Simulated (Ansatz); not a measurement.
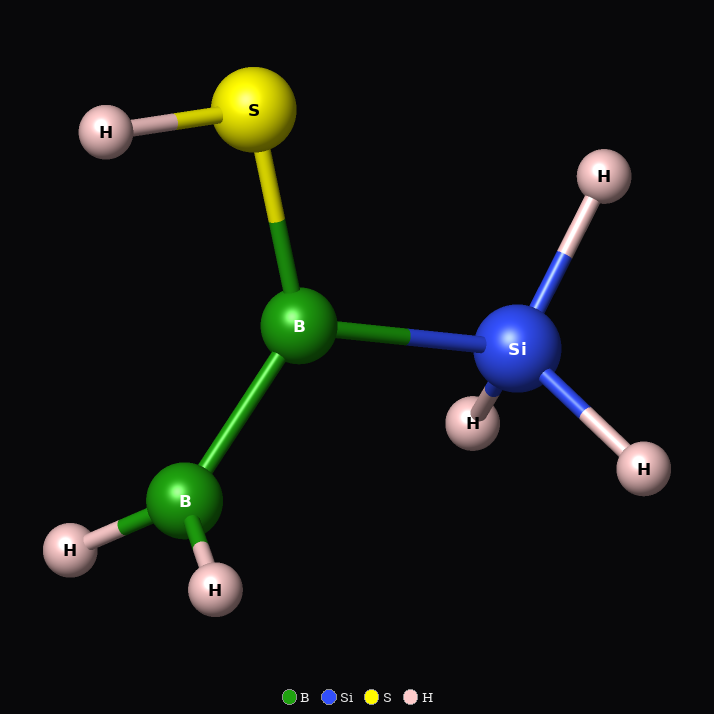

Sticks follow a distance rule. Harmonic vibrations computed with RKS PBE0-D4/def2-TZVP (Ansatz 0.2.0) at a stationary point of the same level.

**How many imaginary frequencies does it have?**

A minimum: no imaginary frequency, and the lowest mode lies at 50 cm⁻¹.

**How many vibrational modes are there, and where do they lie?**

24 modes: 50, 117, 156, 235, 327, 431, 451, 553, 580, 695, 759, 878, 900, 935, 940, 998, 1056, 1183, 2209, 2216, 2217, 2568, 2638, 2652 cm⁻¹.
